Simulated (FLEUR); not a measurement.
# Fixed-spin-moment curve of NiPt with FLEUR

Wanted: E(M) for NiPt, with its minima.

Program: FLEUR MaX-R8.1. Level of theory: PBEsol; all-electron FLAPW, Dirac cores, scalar-relativistic bands. Results are calculated unless marked as measured.

## 1. The structure

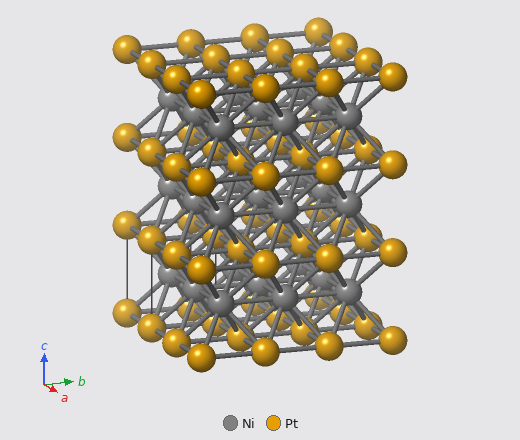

The cell as given, slightly off an axis (nickel grey, platinum orange). 3×3×3 cells are drawn. Some periodic images of atoms are drawn too.

The cell comes from a database of computed structures and need not be the stable phase.

## 2. Unconstrained state

The free run tells which range of moments is worth scanning.

inpgen writes inp.xml from crystal.txt; cutoffs, mixing, functional, smearing and local orbitals are then set in the file. The k list default-1 (kpts.xml, not shown) is a Γ-centred 10×10×10 mesh; where the ranks do not divide the number of points, some are split in two of half the weight.

inp.xml

```
<?xml version="1.0" encoding="UTF-8" standalone="no"?>
<fleurInput fleurInputVersion="0.39">
   <comment>
      NiPt
   </comment>
   <calculationSetup>
      <cutoffs Kmax="3.6" Gmax="10.8" GmaxXC="10.8" numbands="0"/>
      <scfLoop itmax="90" minDistance="0.00002" maxIterBroyd="15" imix="Anderson" alpha="0.05" precondParam="0.0" spinf="2.0" sdNocoIR="T"/>
      <coreElectrons ctail="T" frcor="F" kcrel="0" coretail_lmax="0"/>
      <xcFunctional name="PBEs" relativisticCorrections="F"/>
      <magnetism jspins="2"/>
      <soc l_soc="F" theta="0.0" phi="0.0" spav="F"/>
      <expertModes spex="0" secvar="F"/>
      <geometryOptimization l_f="F" forcealpha="1.0" forcemix="BFGS" epsdisp="0.00001" epsforce="0.00001"/>
      <ldaU l_linMix="F" mixParam="0.05" spinf="1.0"/>
   </calculationSetup>
   <cell>
      <bzIntegration valenceElectrons="34.0" mode="hist" fermiSmearingEnergy="0.00293995">
         <kPointListSelection listName="default-1"/>
         <xi:include xmlns:xi="http://www.w3.org/2001/XInclude" href="kpts.xml"> </xi:include>
      </bzIntegration>
      <xi:include xmlns:xi="http://www.w3.org/2001/XInclude" href="sym.xml"> </xi:include>
      <bulkLattice scale="1.0">
         <bravaisMatrix>
            <row-1>    5.1210440250039140     0.0000000000000000     0.0000000000000000</row-1>
            <row-2>    0.0000000000000000     5.1210440250039140     0.0000000000000000</row-2>
            <row-3>    0.0000000000000000     0.0000000000000000     6.7620447861786719</row-3>
         </bravaisMatrix>
      </bulkLattice>
   </cell>
   <atomSpecies>
      <species name="Nickel (Ni1.000" element="Ni" atomicNumber="28">
         <mtSphere radius="2.42" gridPoints="801" logIncrement="0.015"/>
         <atomicCutoffs lmax="10" lnonsphr="8"/>
         <electronConfig flipSpins="F">
            <coreConfig>(1s1/2) (2s1/2) (2p1/2) (2p3/2)</coreConfig>
            <valenceConfig>(3s1/2) (3p1/2) (3p3/2) (4s1/2) (3d3/2) (3d5/2)</valenceConfig>
            <stateOccupation state="(3d3/2)" spinUp="1.6" spinDown="1.6"/>
            <stateOccupation state="(3d5/2)" spinUp="2.9" spinDown="1.9"/>
         </electronConfig>
         <energyParameters s="4" p="4" d="3" f="4"/>
         <lo type="SCLO" l="0" n="3" eDeriv="0"/>
         <lo type="SCLO" l="1" n="3" eDeriv="0"/>
      </species>
      <species name="Platinum (Pt)" element="Pt" atomicNumber="78">
         <mtSphere radius="2.42" gridPoints="801" logIncrement="0.017"/>
         <atomicCutoffs lmax="10" lnonsphr="8"/>
         <electronConfig flipSpins="F">
            <coreConfig>(1s1/2) (2s1/2) (2p1/2) (2p3/2) (3s1/2) (3p1/2) (3p3/2) (4s1/2) (3d3/2) (3d5/2) (4p1/2) (4p3/2) (5s1/2) (4d3/2) (4d5/2) (4f5/2) (4f7/2)</coreConfig>
            <valenceConfig>(5p1/2) (5p3/2) (6s1/2) (5d3/2) (5d5/2)</valenceConfig>
            <stateOccupation state="(6s1/2)" spinUp="0.500000" spinDown="0.500000"/>
            <stateOccupation state="(5d3/2)" spinUp="1.800000" spinDown="1.800000"/>
            <stateOccupation state="(5d5/2)" spinUp="2.700000" spinDown="2.700000"/>
         </electronConfig>
         <energyParameters s="6" p="6" d="5" f="5"/>
         <lo type="SCLO" l="1" n="5" eDeriv="0"/>
      </species>
   </atomSpecies>
   <atomGroups>
      <atomGroup species="Nickel (Ni1.000">
         <relPos label="                   1">1.000/2.000 1.000/2.000 1.000/2.000</relPos>
         <force calculate="T" relaxXYZ="TTT"/>
      </atomGroup>
      <atomGroup species="Platinum (Pt)">
         <relPos label="                   2">.0000000000 .0000000000 .0000000000</relPos>
         <force calculate="T" relaxXYZ="TTT"/>
      </atomGroup>
   </atomGroups>
   <output dos="F" band="F" slice="F">
      <bandDOS minEnergy="-.5*Htr" maxEnergy="0.5*Htr" sigma="0.015" storeEVData="T"/>
      <plotting iplot="0" polar="F">
         <plot TwoD="T" vec1="  1.0  0.0  0.0" vec2="  0.0  1.0  0.0" vec3="  0.0  0.0  1.0" zero="  0.0  0.0  0.0" file="plot"/>
      </plotting>
      <moessbauerParams electricFieldGradient="F" isomerShift="F" coreHyperfine="F" valenceHyperfine="F"/>
   </output>
</fleurInput>
```

crystal.txt

```
NiPt
&input film=F cartesian=F /
2.70993979410  0.00000000000  0.00000000000
0.00000000000  2.70993979410  0.00000000000
0.00000000000  0.00000000000  3.57832000000
1.8897261246
1.0 1.0 1.0

2
28 0.50000000000  0.50000000000  0.50000000000 : 1.000
78 0.00000000000  0.00000000000  0.00000000000

&kpt div1=10 div2=10 div3=10 gamma=T /
```

Command:

```sh
> OMP_NUM_THREADS=1 inpgen -f crystal.txt > inpgen.log  # inp.xml is then edited as shown
> OMP_NUM_THREADS=1 mpirun -n 4 fleur_MPI > fleur.log
```

Log:

```text
Welcome to FLEUR        (www.flapw.de)
      MaX-Release 8.1          (www.max-centre.eu)

 ========== k-point set info ==========
 Selected k-point list: default-1
 k-point list type: mesh
 0 x 0 x 0
 Number of k points: 128

 ------------Calculation Setup---------------------------
 Number of MPI-tasks      :            4
 Number of PE/node        :            4
 Number of OMP-threads    :            1
 k-points in parallel     :            4
 pe's per k-point         :            1
 No of k-point loops      :           32
 Eigenvalue solver        :       lapack
 Number of basis functions:          160
 Approximate size of matrices (H+S) per k-point:         0.000 GB
 --------------------------------------------------------
 Iteration:     1   Distance:      42.94599156 me/bohr^3
 Iteration:     2   Distance:      25.43341439 me/bohr^3
 Iteration:     3   Distance:      16.50254540 me/bohr^3
 Iteration:     4   Distance:      16.49355009 me/bohr^3
 Iteration:     5   Distance:      10.87568643 me/bohr^3
 Iteration:     6   Distance:       4.87274425 me/bohr^3
 Iteration:     7   Distance:       1.71025466 me/bohr^3
 Iteration:     8   Distance:       2.22385336 me/bohr^3
 Iteration:     9   Distance:       1.51375642 me/bohr^3
 Iteration:    10   Distance:       0.58437842 me/bohr^3
 Iteration:    11   Distance:       0.24524831 me/bohr^3
 Iteration:    12   Distance:       0.41262749 me/bohr^3
 Iteration:    13   Distance:       0.29301229 me/bohr^3
 Iteration:    14   Distance:       0.27914498 me/bohr^3
 Iteration:    15   Distance:       0.13447903 me/bohr^3
 Iteration:    16   Distance:       0.10171225 me/bohr^3
 Iteration:    17   Distance:       0.07495580 me/bohr^3
 Iteration:    18   Distance:       0.03438736 me/bohr^3
 Iteration:    19   Distance:       0.02286385 me/bohr^3
 Iteration:    20   Distance:       0.02188934 me/bohr^3
 Iteration:    21   Distance:       0.00359007 me/bohr^3
 Iteration:    22   Distance:       0.01266467 me/bohr^3
 Iteration:    23   Distance:       0.00569901 me/bohr^3
 Iteration:    24   Distance:       0.00064999 me/bohr^3
 Iteration:    25   Distance:       0.00056752 me/bohr^3
 Iteration:    26   Distance:       0.00016783 me/bohr^3
 Iteration:    27   Distance:       0.00003720 me/bohr^3
 Iteration:    28   Distance:       0.00002439 me/bohr^3
 Iteration:    29   Distance:       0.00000424 me/bohr^3

 ********************************************************************
 Run finished successfully
 Stop message:
   all done
 ********************************************************************

--- out.xml (last complete iteration) ---
<iteration numberForCurrentRun="   29" overallNumber="   29">
         [... left out ...]
         <bandgap value="0.0008540260" units="eV"/>
         <sumValenceSingleParticleEnergies value="-21.1065798569" units="Htr"/>
         <FermiEnergy value="0.4173215603" units="Htr"/>
         <valenceDensity>
            <mtCharges spin="1">
               <mtCharge atomType="1" total="9.0735572" s="1.2341945" p="3.2454531" d="4.5599563" f="0.0248847"/>
               <mtCharge atomType="2" total="7.3139870" s="0.2434254" p="3.1593277" d="3.8814161" f="0.0233161"/>
            </mtCharges>
            <mtCharges spin="2">
               <mtCharge atomType="1" total="8.3361092" s="1.2344013" p="3.2531436" d="3.8153575" f="0.0246053"/>
               <mtCharge atomType="2" total="6.9656392" s="0.2449987" p="3.1687615" d="3.5219679" f="0.0236509"/>
            </mtCharges>
            <spinDependentCharge spin="1" total="17.5295913" interstitial="1.1420471" mtSpheres="16.3875442"/>
            <spinDependentCharge spin="2" total="16.4704087" interstitial="1.1686603" mtSpheres="15.3017483"/>
            <totalCharge value="34.0000000000"/>
         </valenceDensity>
         [... left out ...]
         <allElectronCharges>
            <spinDependentCharge spin="1" total="53.5295913" interstitial="1.1427991" mtSpheres="52.3867922"/>
            <spinDependentCharge spin="2" total="52.4704087" interstitial="1.1694118" mtSpheres="51.3009969"/>
            <totalCharge value="105.9999999828"/>
         </allElectronCharges>
         <magneticMomentsInMTSpheres units="muBohr">
            <globalMagMoment atomType="1" vec="0.00000   0.00000   0.73745"/>
            <localMagMoment atomType="1" vec="0.00000   0.00000   0.73745"/>
            <globalMagMoment atomType="2" vec="0.00000   0.00000   0.34835"/>
            <localMagMoment atomType="2" vec="0.00000   0.00000   0.34835"/>
         </magneticMomentsInMTSpheres>
         <moessbauerParams unitsHFF="kG" unitsIS="e/bohr^3" unitsEFG="Htr/bohr^2">
         </moessbauerParams>
         <totalEnergy value="   -19961.1428159648" units="Htr">
            <sumOfEigenvalues value="   -12193.6191520272">
               <coreElectrons value="-12172.5125721703"/>
               <valenceElectrons value="-21.1065798569"/>
            </sumOfEigenvalues>
            <densityCoulombPotentialIntegral value="-34294.4617554856"/>
            <densityEffectivePotentialIntegral value="-34839.9436726131"/>
            <chargeDenXCDenIntegral value="-414.4179305094"/>
            <FockExchangeEnergyValence value="0.0000000000"/>
            <FockExchangeEnergyCore value="0.0000000000"/>
            <atomTypeDependentContributions atomType="1">
               <electronNucleiInteractionDifferentMTs value="1825.8254163707"/>
               <MadelungTerm value="-9.6084816070"/>
            </atomTypeDependentContributions>
            <atomTypeDependentContributions atomType="2">
               <electronNucleiInteractionDifferentMTs value="23167.6554806592"/>
               <MadelungTerm value="-42.7291496616"/>
            </atomTypeDependentContributions>
            <tkbTimesEntropy value="0.0024042087"/>
            <freeEnergy value="-19961.1452201735"/>
            <extrapolationTo0K value="-19961.1440180691"/>
         </totalEnergy>
         <densityConvergence units="me/bohr^3">
            <chargeDensity spin="1" distance="0.0000034245"/>
            <chargeDensity spin="2" distance="0.0000022020"/>
            <overallChargeDensity distance="0.0000038917"/>
            <spinDensity distance="0.0000042435"/>
         </densityConvergence>
      </iteration>
```

Run time: 26 s. Hardware: 4 MPI ranks of Intel Xeon 6975P-C (Granite Rapids), shared host; peak memory 0.28 GiB.

Spin moment in the muffin-tin sphere by atom:

```tsv
atom	spin moment in the muffin-tin sphere (μB)
Ni1	0.738
Pt2	0.348
```

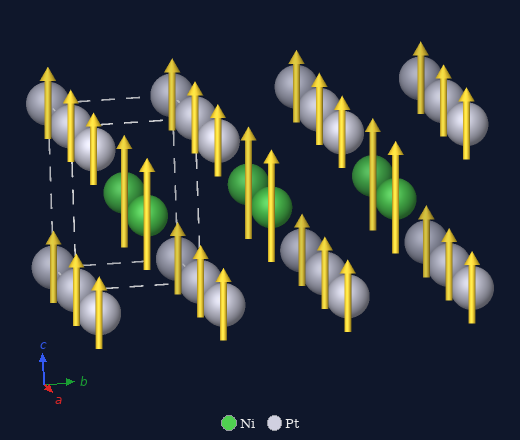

Spin moment in the muffin-tin sphere as arrows, the longest 0.738 μB. Up and down stand for the sign. Arrows give size and sign along the axis of quantisation, drawn up and down the page. 2×3×1 cells are drawn. Some periodic images of atoms are drawn too.

This step gave:

- free energy: -543170.4325 eV
- program's band gap on this mesh (in a metal only a level spacing): 8.54e-4 eV
- magnetization: 1.059 μB
- final state: ferromagnetic

After 29 cycles the largest moment stands at 0.737 μB.

## 3. No spin polarisation

Edit inp.xml of step 2 so:

```diff
@@ -10,3 +10,3 @@
       <xcFunctional name="PBEs" relativisticCorrections="F"/>
-      <magnetism jspins="2"/>
+      <magnetism jspins="1"/>
       <soc l_soc="F" theta="0.0" phi="0.0" spav="F"/>
@@ -31,3 +31,3 @@
    <atomSpecies>
-      <species name="Nickel (Ni1.000" element="Ni" atomicNumber="28">
+      <species name="Nickel (Ni)" element="Ni" atomicNumber="28">
          <mtSphere radius="2.42" gridPoints="801" logIncrement="0.015"/>
@@ -37,4 +37,4 @@
             <valenceConfig>(3s1/2) (3p1/2) (3p3/2) (4s1/2) (3d3/2) (3d5/2)</valenceConfig>
-            <stateOccupation state="(3d3/2)" spinUp="1.6" spinDown="1.6"/>
-            <stateOccupation state="(3d5/2)" spinUp="2.9" spinDown="1.9"/>
+            <stateOccupation state="(3d3/2)" spinUp="1.600000" spinDown="1.600000"/>
+            <stateOccupation state="(3d5/2)" spinUp="2.400000" spinDown="2.400000"/>
          </electronConfig>
@@ -59,3 +59,3 @@
    <atomGroups>
-      <atomGroup species="Nickel (Ni1.000">
+      <atomGroup species="Nickel (Ni)">
          <relPos label="                   1">1.000/2.000 1.000/2.000 1.000/2.000</relPos>
```

Edit crystal.txt of step 2 so:

```diff
@@ -9,3 +9,3 @@
 2
-28 0.50000000000  0.50000000000  0.50000000000 : 1.000
+28 0.50000000000  0.50000000000  0.50000000000
 78 0.00000000000  0.00000000000  0.00000000000
```

Log:

```text
[banner, memory and clock lines left out]
Welcome to FLEUR        (www.flapw.de)
      MaX-Release 8.1          (www.max-centre.eu)

 ========== k-point set info ==========
 Selected k-point list: default-1
 k-point list type: mesh
 0 x 0 x 0
 Number of k points: 128

 [... set-up left out ...]
 Iteration:     1   Distance:      44.59973132 me/bohr^3
 Iteration:     2   Distance:      27.51209811 me/bohr^3
 Iteration:     3   Distance:      17.58538250 me/bohr^3
 Iteration:     4   Distance:      27.43423985 me/bohr^3
 Iteration:     5   Distance:      11.96889612 me/bohr^3
 Iteration:     6   Distance:      12.20284422 me/bohr^3
 Iteration:     7   Distance:       1.76275148 me/bohr^3
 Iteration:     8   Distance:       2.75172922 me/bohr^3
[... lines left out ...]
 Iteration:    16   Distance:       0.00138521 me/bohr^3
 Iteration:    17   Distance:       0.00112606 me/bohr^3
 Iteration:    18   Distance:       0.00037369 me/bohr^3
 Iteration:    19   Distance:       0.00011893 me/bohr^3
 Iteration:    20   Distance:       0.00002969 me/bohr^3
 Iteration:    21   Distance:       0.00001847 me/bohr^3

 ********************************************************************
 Run finished successfully
 Stop message:
   all done
 ********************************************************************

--- out.xml (last complete iteration) ---
<iteration numberForCurrentRun="   21" overallNumber="   21">
         [... left out ...]
         <bandgap value="0.0153752217" units="eV"/>
         <sumValenceSingleParticleEnergies value="-21.0724765559" units="Htr"/>
         <FermiEnergy value="0.4162703275" units="Htr"/>
         [... left out ...]
         <totalEnergy value="   -19961.1413928559" units="Htr">
            <sumOfEigenvalues value="   -12193.7477749697">
               <coreElectrons value="-12172.6752984139"/>
               <valenceElectrons value="-21.0724765559"/>
            </sumOfEigenvalues>
         [... left out ...]
            <freeEnergy value="-19961.1445131339"/>
            <extrapolationTo0K value="-19961.1429529949"/>
         </totalEnergy>
         <densityConvergence units="me/bohr^3">
            <chargeDensity spin="1" distance="0.0000184693"/>
         </densityConvergence>
      </iteration>
```

Elapsed: 12 s, on 4 MPI ranks; peak memory 0.24 GiB.

This step gave:

```yaml
free_energy: -543170.4133 eV
program_s_band_gap_on_this_mesh_in_a_metal_only_a_level_spacing: 0.01538 eV
final_state: non-magnetic (no spin polarisation)
```

Its energy lies +19.2 meV a cell from the free run's.

## 4. Moment fixed at 1.106 μB

Two Fermi energies hold the total moment; the run starts from the free run's density.

Edit inp.xml of step 3 so:

```diff
@@ -10,3 +10,3 @@
       <xcFunctional name="PBEs" relativisticCorrections="F"/>
-      <magnetism jspins="1"/>
+      <magnetism jspins="2" fixed_moment="1.106"/>
       <soc l_soc="F" theta="0.0" phi="0.0" spav="F"/>
@@ -31,3 +31,3 @@
    <atomSpecies>
-      <species name="Nickel (Ni)" element="Ni" atomicNumber="28">
+      <species name="Nickel (Ni1.000" element="Ni" atomicNumber="28">
          <mtSphere radius="2.42" gridPoints="801" logIncrement="0.015"/>
@@ -37,4 +37,4 @@
             <valenceConfig>(3s1/2) (3p1/2) (3p3/2) (4s1/2) (3d3/2) (3d5/2)</valenceConfig>
-            <stateOccupation state="(3d3/2)" spinUp="1.600000" spinDown="1.600000"/>
-            <stateOccupation state="(3d5/2)" spinUp="2.400000" spinDown="2.400000"/>
+            <stateOccupation state="(3d3/2)" spinUp="1.6" spinDown="1.6"/>
+            <stateOccupation state="(3d5/2)" spinUp="2.9" spinDown="1.9"/>
          </electronConfig>
@@ -59,3 +59,3 @@
    <atomGroups>
-      <atomGroup species="Nickel (Ni)">
+      <atomGroup species="Nickel (Ni1.000">
          <relPos label="                   1">1.000/2.000 1.000/2.000 1.000/2.000</relPos>
```

Command:

```sh
> OMP_NUM_THREADS=1 mpirun -n 4 fleur_MPI > fleur.log
```

Log:

```text
[banner, memory and clock lines left out]
Welcome to FLEUR        (www.flapw.de)
      MaX-Release 8.1          (www.max-centre.eu)

 ========== k-point set info ==========
 Selected k-point list: default-1
 k-point list type: mesh
 0 x 0 x 0
 Number of k points: 128

 [... set-up left out ...]
 Iteration:     1   Distance:       0.80849607 me/bohr^3
 Iteration:     2   Distance:       0.74953800 me/bohr^3
 Iteration:     3   Distance:       0.58041761 me/bohr^3
 Iteration:     4   Distance:       0.06952434 me/bohr^3
 Iteration:     5   Distance:       0.03230426 me/bohr^3
 Iteration:     6   Distance:       0.03755533 me/bohr^3
 Iteration:     7   Distance:       0.01241572 me/bohr^3
 Iteration:     8   Distance:       0.00409681 me/bohr^3
 Iteration:     9   Distance:       0.00324381 me/bohr^3
 Iteration:    10   Distance:       0.00124811 me/bohr^3
 Iteration:    11   Distance:       0.00029103 me/bohr^3
 Iteration:    12   Distance:       0.00026297 me/bohr^3
 Iteration:    13   Distance:       0.00007403 me/bohr^3
 Iteration:    14   Distance:       0.00000943 me/bohr^3

 ********************************************************************
 Run finished successfully
 Stop message:
   all done
 ********************************************************************

--- out.xml (last complete iteration) ---
<iteration numberForCurrentRun="   14" overallNumber="   43">
         [... left out ...]
         <bandgap value="0.0185753082" units="eV"/>
         <sumValenceSingleParticleEnergies value="-10.4862627599" units="Htr"/>
         <bandgap value="0.0020182615" units="eV"/>
         <sumValenceSingleParticleEnergies value="-21.1104221412" units="Htr"/>
         <FermiEnergy value="0.4172216901" units="Htr"/>
         <FixedTotalMoment fermiEnergyUp="0.4180713176" fermiEnergyDown="0.4172216901" units="Htr"/>
         [... left out ...]
         <magneticMomentsInMTSpheres units="muBohr">
            <globalMagMoment atomType="1" vec="0.00000   0.00000   0.76602"/>
            <globalMagMoment atomType="2" vec="0.00000   0.00000   0.36660"/>
         </magneticMomentsInMTSpheres>
         [... left out ...]
         <totalEnergy value="   -19961.1429049585" units="Htr">
            <sumOfEigenvalues value="   -12193.6123089381">
               <coreElectrons value="-12172.5018867969"/>
               <valenceElectrons value="-21.1104221412"/>
            </sumOfEigenvalues>
         [... left out ...]
            <freeEnergy value="-19961.1452173135"/>
            <extrapolationTo0K value="-19961.1440611360"/>
         </totalEnergy>
         <densityConvergence units="me/bohr^3">
            <chargeDensity spin="1" distance="0.0000060287"/>
            <chargeDensity spin="2" distance="0.0000052737"/>
            <overallChargeDensity distance="0.0000094316"/>
            <spinDensity distance="0.0000062737"/>
         </densityConvergence>
      </iteration>
```

Run time: 14 s. Hardware: 4 MPI ranks; peak memory 0.29 GiB.

Read from the output:

- magnetization: 1.106 μB

Its energy lies +0.1 meV a cell from the free run's.

(Part 1 of 2 ends here.)

[Logs and program files are shortened in this print: banners, set-up blocks, solver, clock and traceback lines can be left out without a mark of their own.]

[Logs are printed without paths, hosts, clocks, repeated set-up lines and the standing remarks that a program may print on its own settings, such as how far it seeks lower states.]

[Hosts, paths, dates, database ids (printed as entryN), source tags and the programs' standing remarks are cut or masked in the printed files.]

[Where a cell is said to come from a database of computed structures, the database is the Materials Project.]
